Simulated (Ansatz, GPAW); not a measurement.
**A 7-layer slab of Sr(111): work function by functional and basis**

Aim: the work function of both faces of a 7-layer slab of Sr(111), and its spread over functionals and bases.

Calculated with GPAW 26.7.0 and Ansatz 0.2.0; Ansatz plane waves; slab in vacuum with a dipole correction, relaxation, in the first sound run; inputs show where later runs differ.

## (1) Starting point

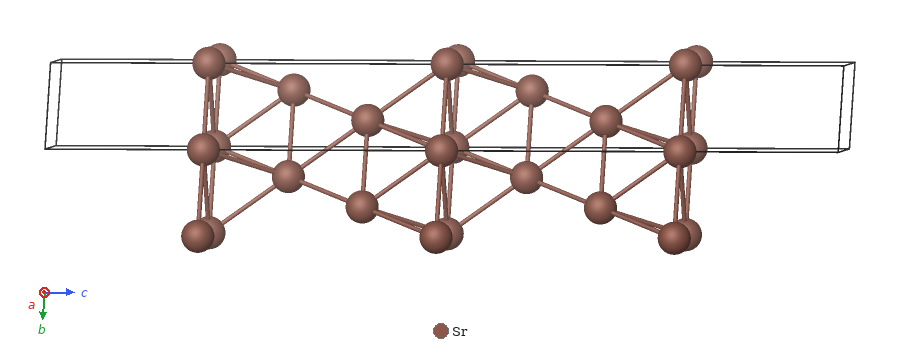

Start, viewed from the side, with the c axis across the page; strontium brown. 1×2×1 cells are drawn. Some periodic images of atoms are drawn too.

The cell holds 7 atoms: 7 Sr. Its edges and angles: a = 4.299 Å, b = 4.299 Å, c = 35.062 Å, α = 90.0°, β = 90.0°, γ = 60.0°. Vacuum lies along c.

## (2) Relaxing the atoms

Forces are removed first; all later runs use this geometry. The lowest 3 atoms are held at bulk positions and keep their forces.

The input, input.yaml:

```yaml
crystal:
  lattice:
    - [4.2992092296, 0.0, 0.0]
    - [2.1496046148, 3.723224409, 0.0]
    - [0.0, 0.0, 35.06173782]
  atoms:
    - { symbol: Sr, position: [0.0, 0.0, 0.1996478337] }
    - { symbol: Sr, position: [0.3333333333, 0.3333333333, 0.2997652224] }
    - { symbol: Sr, position: [0.6666666667, 0.6666666667, 0.3998826112] }
    - { symbol: Sr, position: [0.0, 0.0, 0.5] }
    - { symbol: Sr, position: [0.3333333333, 0.3333333333, 0.6001173888] }
    - { symbol: Sr, position: [0.6666666667, 0.6666666667, 0.7002347776] }
    - { symbol: Sr, position: [0.0, 0.0, 0.8003521663] }
kpoints:
  mp_grid: { grid: [9, 9, 1] }
hamiltonian:
  xc: pbe
scf:
  occupations: { method: fermi_dirac, width: 0.1 }
efield:
  axis: 3
  dipole_correction: true
  ramp_width: 0.05
relax:
  f_tol: 0.02
  max_steps: 60
  constraints: [{ sites: [0, 1, 2] }]
output:
  write_potential: true
  write_density: true
  volumetric_format: npy
```

The run is started by

```sh
$ ansatz run input.yaml --threads 4 --pin off --max-ram 8192MiB --backend cpu --events-out ev --progress --plain --runs-dir out
```

Numbers of over 12 decimals in the logs are rounded to 6 here.

Log:

```text
Engine: ansatz 0.2.0, aarch64-unknown-linux-gnu
Pseudopotentials: kind: paw
Pseudopotential: Sr, paw, valence charge 10, recommended cutoff 420 eV (normal), Sr.paw.azcp
Functional definition: PBE
  parameter kappa = 0.804
  parameter beta = 0.066725
  exchange = pbe_x(kappa = kappa, mu = beta*pi^2/3)
  correlation = pbe_c(beta = beta)
Crystal: 7 atoms, lattice volume = 561.230 Å³
Basis set: ecut = 420 eV, 10911 PW (Γ), exchange–correlation on 60×60×480 points (8 copies of the dense FFT grid, shifted against one another)
Bands: 42, of which v1, the nominal top of the filled ones, is band 35 counted from 1 (34 counted from 0)
Symmetry: 6 space group operations
k-points: 12 of 81 (time reversal used)
Non-local potential: Sr, projectors of the file, l = 0: 3, l = 1: 2, l = 2: 2
PAW form: soft (Blöchl's): semilocal exchange-correlation on the pseudo side does not see the compensation charge
PAW one-centre angular grid: Sr, 110 points (default); XC on 64 Gauss nodes
Initial density: superposition of atomic densities (neutral atoms: chi_scale 0, normalization atom), corrected by the library's trained network
Initial wavefunctions: pseudopotential atomic-orbital guess
Functional: x = pbe(κ = 0.804, μ = 0.219515), c = pbe(β = 0.066725)
SCF iter   1: F=—  HF=-24809.082926 eV  |F-HF|=—  |Δ(HF+E_count)|=         —  Δρ=2.76e-3  dr2=4.98e0  ethr=1.77e-3  p=-0.000 e·Å  D=-1.28e-15 V/Å  ΔV_dip=0.00 eV  dr2_dipole=2.59e-9  V_vac-E_F(+/−)=2.55/2.55 eV  ⟨swp⟩=16.2  Hψ=7352  notcnv=0
efield: sawtooth ramp at fractional position 0.9750 (placed from the atoms, in the widest stretch of the axis that holds none; the zero of the levels goes with the place), width 0.0500; the density the first Hamiltonian is built on has a dipole p = -0.000 e·Å; the dipole correction subtracts the counter field D = -1.28e-15 V/Å, which shifts the + side's vacuum level by +0.00 eV against the − side's; the planar-averaged density in the ramp window peaks in size at 4.5e-5 e/Å³
automatic band count: the SCF goes on with 49 bands, as 42 were too few: the levels above may hold too much charge
preconditioner: auto → LDOS  [metal: Δε(μ)=0.025 eV  Ē_g=2.215 eV  σ=0.100 eV  W_gap=0.06  n_scr=86 (ndim 8)  ℏωp=5.9 eV  f_vac=0.259  D(μ)=10.15/eV (n_scr^D=62)  β→1.0]
SCF iter   2: F=—  HF=-24809.005582 eV  |F-HF|=—  |Δ(HF+E_count)|=   7.73e-2  Δρ=7.45e-4  dr2=6.66e-3  ethr=1.77e-3  p=-0.000 e·Å  D=-1.55e-6 V/Å  ΔV_dip=0.00 eV  dr2_dipole=4.08e-8  V_vac-E_F(+/−)=2.69/2.69 eV  ⟨swp⟩=2.2  Hψ=713  notcnv=0
SCF iter   3: F=—  HF=-24809.006325 eV  |F-HF|=—  |Δ(HF+E_count)|=   7.43e-4  Δρ=4.12e-4  dr2=4.99e-3  ethr=9.52e-6  p=0.000 e·Å  D=5.99e-7 V/Å  ΔV_dip=-0.00 eV  dr2_dipole=1.57e-8  V_vac-E_F(+/−)=2.70/2.70 eV  ⟨swp⟩=2.6  Hψ=1077  notcnv=0
SCF iter   4: F=—  HF=-24809.006148 eV  |F-HF|=—  |Δ(HF+E_count)|=   1.77e-4  Δρ=1.24e-4  dr2=1.59e-4  ethr=7.12e-6  p=0.000 e·Å  D=8.22e-7 V/Å  ΔV_dip=-0.00 eV  dr2_dipole=1.66e-9  V_vac-E_F(+/−)=2.71/2.71 eV  ⟨swp⟩=2.5  Hψ=916  notcnv=0
iter 5 did not close the SCF: its close was put off for the readings that it lacked (scf_convergence_deferred on its scf_iter line)
SCF iter   5: F=-24809.006140 eV  HF=-24809.006142 eV  |F-HF|=2.13e-6  |Δ(HF+E_count)|=   5.43e-6  Δρ=2.36e-5  dr2=8.76e-6  ethr=2.27e-7  p=0.000 e·Å  D=5.01e-7 V/Å  ΔV_dip=-0.00 eV  dr2_dipole=7.71e-11  V_vac-E_F(+/−)=2.71/2.71 eV  ⟨swp⟩=2.0  Hψ=947  notcnv=0
SCF iter   6: F=-24809.006144 eV  HF=-24809.006145 eV  |F-HF|=1.01e-6  |Δ(HF+E_count)|=   2.81e-6  Δρ=6.11e-6  dr2=1.26e-6  ethr=1.25e-8  p=0.000 e·Å  D=8.54e-8 V/Å  ΔV_dip=-0.00 eV  dr2_dipole=1.67e-10  V_vac-E_F(+/−)=2.71/2.71 eV  ⟨swp⟩=11.4  Hψ=5599  notcnv=0
WARN: efield: at this solve's end the planar-averaged density reaches 4.06e-5 e/Å³ inside the ramp window [0.9465, 0.0535] (bound 1e-5 e/Å³); the window's nearer edge stands 5.12 Å from this solve's nearest atom along the axis. Its work functions, free energy, forces, stress, dipole, levels and responses can be off, and this figure does not tell by how much. A short vacuum, a low `basis.ecutwfc` or `basis.ecutrho_ratio` and negative occupations (`scf.occupations.method`) can put density there. See the manual's quickstart, § The vacuum guard
SCF 1 converged in 6 iterations: F = -24809.006144 eV  dr2 = 1.26e-6
  greatest PAW one-centre occupation: 0.988 electrons in one spin orbital (limit 2), on the Sr atom at site 6 (counted from 0), in its partial waves of l = 0
relax step   1: F+E_penalty+E_count = -24809.00614416 eV  Δ(F+E_penalty+E_count) = +0.000e0 eV  max|allowed force component| = 7.705e-2 eV/Å  Δτ_max = 0.0000 Å  (6 SCF iters, dr2 threshold 1.00e-5 eV, accepted)
Bands: 49, of which v1, the nominal top of the filled ones, is band 35 counted from 1 (34 counted from 0)
Initial density: handed on by an earlier stage of this run
Initial wavefunctions: those handed on with the density
iter 1 solved again at ethr=6.76e-5 eV; its pass at ethr=3.10e-3 eV (dr2=4.74e-2 eV) is discarded
SCF iter   1: F=—  HF=-24809.010703 eV  |F-HF|=—  |Δ(HF+E_count)|=         —  Δρ=4.64e-4  dr2=2.29e-2  ethr=6.76e-5  p=0.000 e·Å  D=1.23e-7 V/Å  ΔV_dip=-0.00 eV  dr2_dipole=2.23e-5  V_vac-E_F(+/−)=2.71/2.71 eV  ⟨swp⟩=2.0  Hψ=1882  notcnv=0
efield: sawtooth ramp at fractional position 0.9750 (handed on by an earlier solve), width 0.0500; the density the first Hamiltonian is built on has a dipole p = 0.000 e·Å; the dipole correction subtracts the counter field D = 1.23e-7 V/Å, which shifts the + side's vacuum level by -0.00 eV against the − side's; the planar-averaged density in the ramp window peaks in size at 4.1e-5 e/Å³
preconditioner: auto → LDOS  [metal: Δε(μ)=0.059 eV  Ē_g=2.229 eV  σ=0.100 eV  W_gap=0.15  n_scr=86 (ndim 8)  ℏωp=5.9 eV  f_vac=0.264  D(μ)=9.76/eV (n_scr^D=60)  β→1.0]
SCF iter   2: F=—  HF=-24809.009828 eV  |F-HF|=—  |Δ(HF+E_count)|=   8.75e-4  Δρ=1.42e-4  dr2=5.63e-4  ethr=3.27e-5  p=0.003 e·Å  D=1.02e-3 V/Å  ΔV_dip=-0.04 eV  dr2_dipole=3.47e-4  V_vac-E_F(+/−)=2.67/2.71 eV  ⟨swp⟩=1.2  Hψ=602  notcnv=0
SCF iter   3: F=—  HF=-24809.009881 eV  |F-HF|=—  |Δ(HF+E_count)|=   5.26e-5  Δρ=5.38e-5  dr2=8.45e-5  ethr=8.04e-7  p=0.002 e·Å  D=6.08e-4 V/Å  ΔV_dip=-0.02 eV  dr2_dipole=4.16e-5  V_vac-E_F(+/−)=2.68/2.71 eV  ⟨swp⟩=2.6  Hψ=990  notcnv=0
SCF iter   4: F=—  HF=-24809.009305 eV  |F-HF|=—  |Δ(HF+E_count)|=   5.75e-4  Δρ=2.46e-5  dr2=9.35e-6  ethr=1.21e-7  p=0.002 e·Å  D=4.87e-4 V/Å  ΔV_dip=-0.02 eV  dr2_dipole=1.36e-6  V_vac-E_F(+/−)=2.69/2.71 eV  ⟨swp⟩=2.0  Hψ=952  notcnv=0
[...]
SCF 2 converged in 6 iterations: F = -24809.009305 eV  dr2 = 9.20e-8
relax step   2: F+E_penalty+E_count = -24809.00930455 eV  Δ(F+E_penalty+E_count) = -3.160e-3 eV  max|allowed force component| = 5.051e-2 eV/Å  Δτ_max = 0.0687 Å  (6 SCF iters, accepted)
SCF iter   1: F=—  HF=-24809.006438 eV  |F-HF|=—  |Δ(HF+E_count)|=         —  Δρ=1.06e-3  dr2=3.51e-1  ethr=1.66e-3  p=0.001 e·Å  D=3.39e-4 V/Å  ΔV_dip=-0.01 eV  dr2_dipole=3.23e-1  V_vac-E_F(+/−)=2.70/2.71 eV  ⟨swp⟩=6.3  Hψ=1633  notcnv=0
efield: sawtooth ramp at fractional position 0.9750 (handed on by an earlier solve), width 0.0500; the density the first Hamiltonian is built on has a dipole p = 0.001 e·Å; the dipole correction subtracts the counter field D = 3.39e-4 V/Å, which shifts the + side's vacuum level by -0.01 eV against the − side's; the planar-averaged density in the ramp window peaks in size at 4.1e-5 e/Å³
preconditioner: auto → LDOS  [metal: Δε(μ)=0.056 eV  Ē_g=2.235 eV  σ=0.100 eV  W_gap=0.14  n_scr=86 (ndim 8)  ℏωp=5.9 eV  f_vac=0.269  D(μ)=9.57/eV (n_scr^D=48)  β→1.0]
SCF iter   2: F=—  HF=-24809.015765 eV  |F-HF|=—  |Δ(HF+E_count)|=   9.33e-3  Δρ=6.93e-4  dr2=3.66e-1  ethr=5.01e-4  p=0.015 e·Å  D=4.82e-3 V/Å  ΔV_dip=-0.17 eV  dr2_dipole=4.70e-1  V_vac-E_F(+/−)=2.56/2.73 eV  ⟨swp⟩=2.4  Hψ=707  notcnv=0
SCF iter   3: F=—  HF=-24809.012496 eV  |F-HF|=—  |Δ(HF+E_count)|=   3.27e-3  Δρ=2.88e-4  dr2=5.58e-2  ethr=5.01e-4  p=0.008 e·Å  D=2.47e-3 V/Å  ΔV_dip=-0.09 eV  dr2_dipole=6.88e-2  V_vac-E_F(+/−)=2.63/2.72 eV  ⟨swp⟩=1.0  Hψ=588  notcnv=0
SCF iter   4: F=—  HF=-24809.012391 eV  |F-HF|=—  |Δ(HF+E_count)|=   1.05e-4  Δρ=1.69e-4  dr2=1.92e-2  ethr=7.97e-5  p=0.003 e·Å  D=8.09e-4 V/Å  ΔV_dip=-0.03 eV  dr2_dipole=2.22e-2  V_vac-E_F(+/−)=2.67/2.70 eV  ⟨swp⟩=1.0  Hψ=588  notcnv=0
SCF iter   5: F=—  HF=-24809.012280 eV  |F-HF|=—  |Δ(HF+E_count)|=   1.11e-4  Δρ=8.32e-5  dr2=5.68e-3  ethr=2.74e-5  p=0.003 e·Å  D=9.31e-4 V/Å  ΔV_dip=-0.03 eV  dr2_dipole=6.59e-3  V_vac-E_F(+/−)=2.67/2.70 eV  ⟨swp⟩=1.0  Hψ=588  notcnv=0
SCF iter   6: F=—  HF=-24809.012227 eV  |F-HF|=—  |Δ(HF+E_count)|=   5.25e-5  Δρ=1.86e-5  dr2=1.27e-4  ethr=8.11e-6  p=0.003 e·Å  D=1.01e-3 V/Å  ΔV_dip=-0.04 eV  dr2_dipole=1.33e-4  V_vac-E_F(+/−)=2.67/2.70 eV  ⟨swp⟩=1.0  Hψ=588  notcnv=0
SCF iter   7: F=—  HF=-24809.012222 eV  |F-HF|=—  |Δ(HF+E_count)|=   5.48e-6  Δρ=4.06e-6  dr2=8.54e-6  ethr=1.82e-7  p=0.003 e·Å  D=9.47e-4 V/Å  ΔV_dip=-0.03 eV  dr2_dipole=9.17e-6  V_vac-E_F(+/−)=2.67/2.70 eV  ⟨swp⟩=2.0  Hψ=619  notcnv=0
SCF iter   8: F=—  HF=-24809.011690 eV  |F-HF|=—  |Δ(HF+E_count)|=   5.32e-4  Δρ=1.96e-6  dr2=8.43e-7  ethr=1.22e-8  p=0.003 e·Å  D=9.31e-4 V/Å  ΔV_dip=-0.03 eV  dr2_dipole=9.53e-7  V_vac-E_F(+/−)=2.67/2.70 eV  ⟨swp⟩=2.1  Hψ=748  notcnv=0
SCF iter   9: F=-24809.011690 eV  HF=-24809.011690 eV  |F-HF|=4.82e-9  |Δ(HF+E_count)|=   7.07e-9  Δρ=6.05e-7  dr2=7.34e-9  ethr=1.43e-10  p=0.003 e·Å  D=9.26e-4 V/Å  ΔV_dip=-0.03 eV  dr2_dipole=2.14e-10  V_vac-E_F(+/−)=2.67/2.70 eV  ⟨swp⟩=10.0  Hψ=4738  notcnv=0
WARN: efield: at this solve's end the planar-averaged density reaches 4.07e-5 e/Å³ inside the ramp window [0.9465, 0.0535] (bound 1e-5 e/Å³); the window's nearer edge stands 5.12 Å from this solve's nearest atom along the axis. Its work functions, free energy, forces, stress, dipole, levels and responses can be off, and this figure does not tell by how much. A short vacuum, a low `basis.ecutwfc` or `basis.ecutrho_ratio` and negative occupations (`scf.occupations.method`) can put density there. See the manual's quickstart, § The vacuum guard
SCF 3 converged in 9 iterations: F = -24809.011690 eV  dr2 = 7.34e-9
relax step   3: F+E_penalty+E_count = -24809.01169003 eV  Δ(F+E_penalty+E_count) = -2.385e-3 eV  max|allowed force component| = 8.767e-3 eV/Å  Δτ_max = 0.1477 Å  (9 SCF iters, accepted)
NSCF: frozen V_eff on 12 k-points
the search or the solves at the SCF's close seem to have found levels that the self-consistency loop had missed (the run counts 1). By its estimate they hold 2.18e-7 electrons. The energies and the density leave them out; if the run goes on with those levels, later outputs use occupations computed again with them
WARN: The output density's exchange-correlation potential varies sharply where the density is thin. Do not read a vacuum level from v_tot or v_xc, or from such a field of the output density. On a cell that repeats whose density bears no net charge and no dipole along the vacuum's axis use v_es (v_loc + v_h of the components); under efield.dipole_correction with no amplitude use v_es + v_field, which holds any externa [...]
SCF converged after 9 iterations
Free energy (F): -24809.011690 eV
Harris-Foulkes:  -24809.011690 eV  (|F-HF|=4.82e-9)
Internal energy: -24808.690837 eV  (E = F + TS)
E sigma→0 (E₀):  -24808.851264 eV
Entropy (-TS):   -0.320853 eV (-45.836 meV/atom)
Fermi energy:    2.711587 eV
Dipole field:    D = 0.000937 V/Å  (p = 0.002907 e·Å, saw-weighted, corrected)
Work function:   Φ+ = 2.6710 eV   Φ− = 2.7039 eV
Levels:          The Fermi level and band energies are counted from a zero that moves with the ramp; work functions are not
Vacuum region:   at the solve's end the planar-averaged density reaches 4.07e-5 e/Å³ inside the ramp window [0.9465, 0.0535] (bound 1e-5 e/Å³)
--- Per-component energies (eV) ---
  E_band       = -1124.097217
  E_kinetic    = 1688.135935
  E_local      = -21085.596266  (includes V_loc(G=0)·N_el)
  E_nonlocal   = 1420.194310
  E_hartree    = 9125.557630
  E_xc         = -1197.260955
  E_vxc        = -1112.942752  (∫ρ·V_xc dr)
  E_paw        = -18863.024891  (= ΣΔE_a)
  E_vpaw       = -285.006731  (= ΣTr[D̂ρ^β])
  E_aug_tail   = -0.000008  (compensation charges beyond the density's cutoff)
  E_efield     = 0.000001  (sawtooth field / dipole correction)
  E_vefield    = 0.003878  (∫n·V_field dr)
  E_ewald      = 4103.303405
  E_smearing   = -0.320853  (= −TS)
  E_closure    = 0.000000  (closes the sum)
  Σ components = -24809.011690   (vs F -24809.011690, Δ=0.00e0)
--- Forces (eV/Å), atoms counted from 1 ---
  atom   1  Sr     0.00000000     0.00000000     0.07779758
  atom   2  Sr    -0.00000000    -0.00000000    -0.05278983
  atom   3  Sr    -0.00000000     0.00000000    -0.02489247
  atom   4  Sr    -0.00000000     0.00000000    -0.00076614
  atom   5  Sr     0.00000000     0.00000000     0.00289574
  atom   6  Sr     0.00000000     0.00000000    -0.00876724
  atom   7  Sr    -0.00000000    -0.00000000     0.00651355
  max |Σ_I F_I| component: 8.80e-6 eV/Å
--- Band table (eV; the first three rows and the last of 12) ---
  k-point 0: bands = [... 31 lower, 0.0252, 0.5043, 1.0011, 1.4384, 2.8033, 2.9512, 3.2251, 3.5248, ... 10 higher]
  k-point 1: bands = [... 31 lower, 0.1875, 0.6641, 1.1622, 1.6085, 2.8071, 2.9884, 3.2661, 3.5493, ... 10 higher]
  k-point 2: bands = [... 31 lower, 0.6416, 1.1038, 1.5963, 2.0593, 2.8191, 3.0859, 3.3619, 3.5684, ... 10 higher]
  k-point 11: bands = [... 31 lower, 2.6045, 2.6069, 2.6802, 2.7415, 2.7524, 2.8203, 2.9231, 2.9270, ... 10 higher]
--- Relaxed structure (3 steps of the walk, 3 accepted, 0 SCFs on fresh bases) ---
  F+E_penalty+E_count = -24809.01169003 eV   max|allowed force component| = 8.767e-3 eV/Å
  atoms:
    - { symbol: Sr, position: [0.0, 0.0, 0.199648] }
    - { symbol: Sr, position: [0.333333, 0.333333, 0.2997652224] }
    - { symbol: Sr, position: [0.666667, 0.666667, 0.399883] }
    - { symbol: Sr, position: [-8.045069428315712e-19, -3.2180277713262947e-19, 0.499077] }
    - { symbol: Sr, position: [0.333333, 0.333333, 0.598217] }
    - { symbol: Sr, position: [0.666667, 0.666667, 0.697440] }
    - { symbol: Sr, position: [-5.378902965946298e-18, -2.151561186378527e-18, 0.794178] }
```

Run time: 45 s. Hardware: 4 threads of Arm Neoverse N1, shared host; peak memory 1.1 GiB; 2.8 min of CPU time.

Relaxation path:

```csv
step,energy less that of the first step (eV),largest force component (eV/Å)
1,0.0000,0.0770
2,-0.0032,0.0505
3,-0.0055,0.0088
```

Forces are held to the 6 operations that the run works with; a distortion that breaks them can't arise in this run.

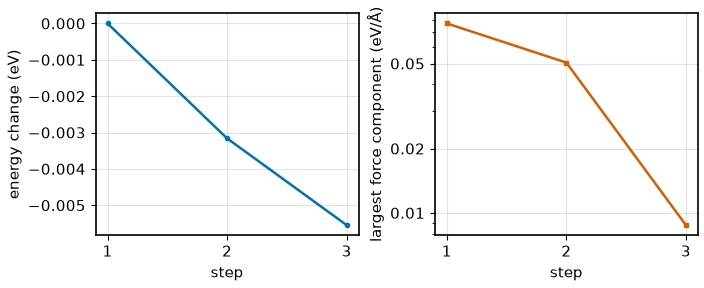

Energy and largest force along the relaxation.

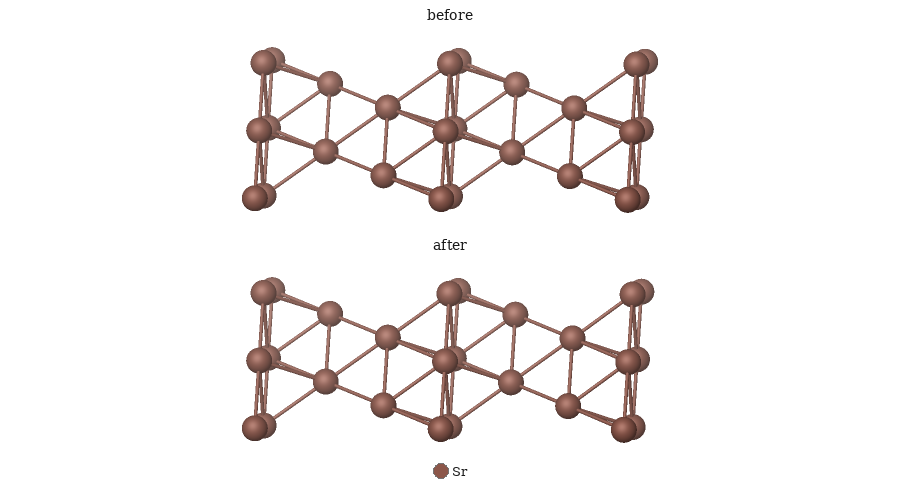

Before and after, at one scale.

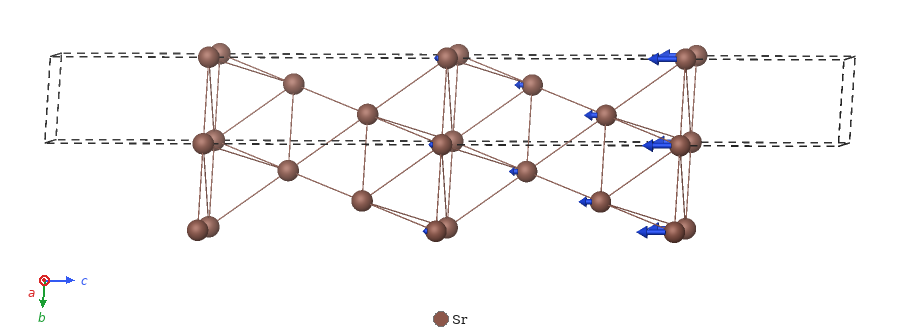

Displacements in the relaxation, exaggerated; the longest in the cell stands for 0.22 Å. 1×2×1 cells are drawn. Some periodic images of atoms are drawn too.

The atoms that moved most (Å):

```csv
atom,dx,dy,dz,length
Sr7,0.000,0.000,-0.216,0.216
Sr6,0.000,0.000,-0.098,0.098
Sr5,0.000,0.000,-0.067,0.067
Sr4,0.000,0.000,-0.032,0.032
```

The relaxed structure:

```cif
data_structure
_symmetry_space_group_name_H-M 'P 1'
_symmetry_Int_Tables_number 1
_cell_length_a 4.2992
_cell_length_b 4.2992
_cell_length_c 35.0617
_cell_angle_alpha 90.000
_cell_angle_beta 90.000
_cell_angle_gamma 60.000
_cell_volume 561.23
loop_
_atom_site_label
_atom_site_type_symbol
_atom_site_fract_x
_atom_site_fract_y
_atom_site_fract_z
_atom_site_occupancy
Sr1 Sr 0.00000 0.00000 0.19965 1
Sr2 Sr 0.33333 0.33333 0.29977 1
Sr3 Sr 0.66667 0.66667 0.39988 1
Sr4 Sr 0.00000 0.00000 0.49908 1
Sr5 Sr 0.33333 0.33333 0.59822 1
Sr6 Sr 0.66667 0.66667 0.69744 1
Sr7 Sr 0.00000 0.00000 0.79418 1
```

Numbers from this step:

```yaml
free_energy: -24809.0117 eV
smearing_term_ts: 0.3209 eV
symmetry_operations: 6
upper_work_function: 2.671 eV
lower_work_function: 2.704 eV
dipole_along_the_normal: 0.002907 e·Å
dipole_field: 9.37e-4 V/Å
vacuum_level_above: 5.383 eV
vacuum_level_below: 5.415 eV
```

The electrostatic potential energy of an electron (with the applied field's), less the Fermi level, planar mean oscillates, so the rows of the table below give means over windows of 3.51 Å about each position, cut where the curve ends. Its maxima inside the range that stand out by 2 % of the span (Å: eV): 8.8: 1.68, 12.3: 1.67, 15.8: 1.63, 19.3: 1.62, 22.6: 1.59, 26.2: 1.48. Its minima: 7.0: -14.6, 10.5: -14.5, 14.0: -14.5, 17.5: -14.5, 21.0: -14.4, 24.4: -14.4, 27.9: -14.5.

The electrostatic potential energy of an electron (with the applied field's), less the Fermi level, planar mean by z; means over each step:

| z (Å) | electrostatic potential energy of an electron (with the applied field's), less the Fermi level, planar mean (eV) |
| --- | --- |
| 1.75 | 2.69 |
| 5.26 | -1.11 |
| 8.77 | -3.94 |
| 12.29 | -3.94 |
| 15.79 | -4.08 |
| 19.30 | -4.09 |
| 22.81 | -4.07 |
| 26.32 | -4.46 |
| 29.83 | 0.0735 |
| 33.34 | 2.67 |

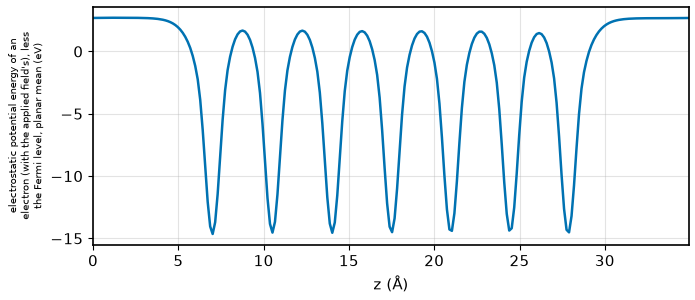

Electrostatic potential energy of an electron (with the applied field's), less the Fermi level, planar mean against z.

(Part 1 of 3 ends here.)

[Logs are printed without paths, hosts, clocks, repeated set-up lines and the standing remarks that a program may print on its own settings, such as how far it seeks lower states.]

[Hosts, paths, dates, database ids (printed as entryN), source tags and the programs' standing remarks are cut or masked in the printed files.]
